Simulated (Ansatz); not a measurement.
**BHLYP/def2-SVP run of GeSiNH7 (SMILES [SiH3][NH][GeH3])**

Aim: the electronic atomisation energy of GeSiNH7 at BHLYP/def2-SVP, from 5 runs. 

The results are computed with Ansatz 0.2.0.

37 further runs of the same task are left out: 37 set aside as unsound or not needed.

**1. The molecule**

GeSiNH7 has 10 atoms, charge 0, and is taken as a singlet. SMILES: `[SiH3][NH][GeH3]`. The coordinates come from a PBE0-D4/def2-TZVP relaxation.

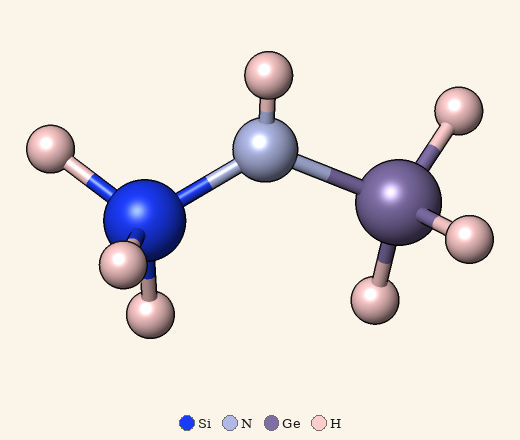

The structure, seen from a chosen angle (silicon blue, nitrogen light blue, germanium purple, hydrogen pink).

**2. The energy at BHLYP/def2-SVP**

run.yaml reads:

```yaml
crystal:
  periodic: [false, false, false]
  atoms:
    - {symbol: Si, position_ang: [-1.146800, 0.522200, -0.945600]}
    - {symbol: "N", position_ang: [0.461400, 0.319100, -0.375700]}
    - {symbol: Ge, position_ang: [1.020100, -0.675800, 1.066200]}
    - {symbol: H, position_ang: [-1.923700, -0.668500, -0.512900]}
    - {symbol: H, position_ang: [-1.160200, 0.627200, -2.430500]}
    - {symbol: H, position_ang: [-1.835500, 1.735800, -0.416100]}
    - {symbol: H, position_ang: [1.159100, 0.952900, -0.736500]}
    - {symbol: H, position_ang: [-0.018900, -1.787400, 1.262400]}
    - {symbol: H, position_ang: [1.119900, 0.180400, 2.345600]}
    - {symbol: H, position_ang: [2.407800, -1.257200, 0.745900]}
basis:
  gaussian: {orbitals: def2-SVP}
output: {orbitals: {seedname: orbitals}}
accuracy: high
hamiltonian: {xc: {name: BHLYP}}
```

On the command line:

```
$ ansatz run run.yaml --threads 1 --pin off --max-ram 3480MiB --events-out events.jsonl --progress --plain --runs-dir runs
```

What it wrote:

```text
Warning: RAYON_NUM_THREADS=1 ignored (pool sized by the plan → 1); use --threads N
Functional definition: BHLYP
  name "BHLYP"
  parameter a = 0.5
  exchange = (1 - a)*b88_x + a*exact_x
  correlation = lyp_c
2209 factors; integrals over basis functions are off by at most 4.3e-9 eV
mean field evaluation 1: about -65984.1493 eV, gradient 4.4e1 eV
mean field evaluation 2: about -65982.1112 eV, gradient 5.2e1 eV
mean field evaluation 4: about -65987.7851 eV, gradient 9.4e-1 eV
mean field evaluation 8: about -65988.0642 eV, gradient 8.1e-2 eV
mean field evaluation 16: about -65988.0642 eV, gradient 1.8e-5 eV
mean field -65988.06424936 eV, -2425.0166328474 hartree, gradient 1.9e-8 eV, S^2 0.000000; 0 other end points of the search recorded, 0 dependent functions left out
reference -65988.06427959 eV, -2425.0166339586 hartree; 30, 30 occupied and 69, 69 virtual orbitals, 2209 factors
Total energy: -65988.06427959 eV, -2425.0166339586 hartree
```

It took 11 s on 1 thread of Arm Neoverse V1, shared host; peak memory 0.38 GiB.

**3. The Ge atom at the same level**

run.yaml reads:

```yaml
crystal:
  periodic: [false, false, false]
  atoms:
    - {symbol: Ge, position_ang: [0.000000, 0.000000, 0.000000]}
basis:
  gaussian:
    orbitals: def2-SVP
magnetization:
  spin_polarized: true
  initial_magnetization: 2
hamiltonian:
  xc: {name: BHLYP}
accuracy: high
```

Run the same way, it converges to -2076.64298 Eh (log not shown).

**4. The H atom, same level**

run.yaml reads:

```yaml
crystal:
  periodic: [false, false, false]
  atoms:
    - symbol: H
      position_ang: [0.000000, 0.000000, 0.000000]
basis:
  gaussian:
    orbitals: def2-SVP
magnetization:
  spin_polarized: true
  initial_magnetization: 1
hamiltonian:
  xc: {name: BHLYP}
accuracy: high
```

On the command line:

```
$ ansatz run run.yaml --threads 1 --pin off --max-ram 3480MiB --events-out events.jsonl --progress --plain --runs-dir runs
```

What it wrote:

```text
Warning: RAYON_NUM_THREADS=1 ignored (pool sized by the plan → 1); use --threads N
[... 5 set-up lines as earlier in the session ...]
15 factors; integrals over basis functions are off by at most 8.9e-10 eV
mean field evaluation 1: about -13.5381 eV, gradient 8.2e-1 eV
mean field evaluation 2: about -13.5467 eV, gradient 1.5e-1 eV
mean field evaluation 4: about -13.5469 eV, gradient 9.3e-5 eV
mean field evaluation 8: about -13.5469 eV, gradient 3.4e-11 eV
mean field -13.54689866 eV, -0.4978393432 hartree, gradient 1.0e-10 eV, S^2 0.750000; 0 other end points of the search recorded, 0 dependent functions left out
reference -13.54691167 eV, -0.4978398215 hartree; 1, 0 occupied and 4, 5 virtual orbitals, 15 factors
Total energy: -13.54691167 eV, -0.4978398215 hartree
```

It took 0.12 s on 1 thread of Arm Neoverse V1, shared host.

**5. The N atom**

molecule.yaml reads:

```yaml
crystal:
  periodic: [false, false, false]
  atoms:
    - {symbol: N, position_ang: [0.000000, 0.000000, 0.000000]}
basis:
  gaussian: {orbitals: def2-SVP}
magnetization: {spin_polarized: true, initial_magnetization: 3}
hamiltonian: {xc: {name: BHLYP}}
accuracy: high
```

Run the same way, it converges to -54.52497 Eh (log not shown).

**6. The Si atom, same level**

molecule.yaml reads:

```yaml
crystal:
  periodic: [false, false, false]
  atoms:
    - {symbol: Si, position_ang: [0.000000, 0.000000, 0.000000]}
basis:
  gaussian:
    orbitals: def2-SVP
accuracy: high
magnetization:
  spin_polarized: true
  initial_magnetization: 2
hamiltonian:
  xc: {name: BHLYP}
```

On the command line:

```
$ ansatz run molecule.yaml --threads 1 --pin off --max-ram 3480MiB --events-out events.jsonl --progress --plain --runs-dir runs
```

What it wrote:

```text
Warning: RAYON_NUM_THREADS=1 ignored (pool sized by the plan → 1); use --threads N
[... 5 set-up lines as earlier in the session ...]
134 factors; integrals over basis functions are off by at most 2.5e-9 eV
mean field evaluation 1: about -7871.6358 eV, gradient 2.2e0 eV
mean field evaluation 2: about -7871.6907 eV, gradient 5.3e-1 eV
mean field evaluation 4: about -7871.6993 eV, gradient 1.1e-1 eV
mean field evaluation 8: about -7871.6995 eV, gradient 5.8e-4 eV
mean field evaluation 16: about -7871.6995 eV, gradient 1.3e-8 eV
mean field -7871.69946712 eV, -289.2796197872 hartree, gradient 1.3e-8 eV, S^2 2.003876; 0 other end points of the search recorded, 0 dependent functions left out
reference -7871.69948210 eV, -289.2796203375 hartree; 8, 6 occupied and 10, 12 virtual orbitals, 134 factors
Total energy: -7871.69948210 eV, -289.2796203375 hartree
```

Wall time 0.5 s (1 thread of Arm Neoverse V1, shared host).

**7. Outcome**

At BHLYP/def2-SVP:

| quantity | value |
| --- | --- |
| molecule: total energy | -2425.01663 Eh |
| molecule: HOMO energy | -8.42 eV |
| molecule: LUMO energy | 1.31 eV |
| molecule: HOMO–LUMO gap | 9.74 eV |
| Ge atom: total energy | -2076.64298 Eh |
| Ge atom: ⟨S²⟩ | 2.003 |
| H atom: total energy | -0.49784 Eh |
| H atom: ⟨S²⟩ | 0.750 |
| N atom: total energy | -54.52497 Eh |
| N atom: ⟨S²⟩ | 3.754 |
| Si atom: total energy | -289.27962 Eh |
| Si atom: ⟨S²⟩ | 2.004 |
| electronic atomisation energy | 29.502 eV |

Taking the molecule apart into free atoms costs 29.50 eV (2847 kJ/mol), before zero-point energy and without spin-orbit coupling.
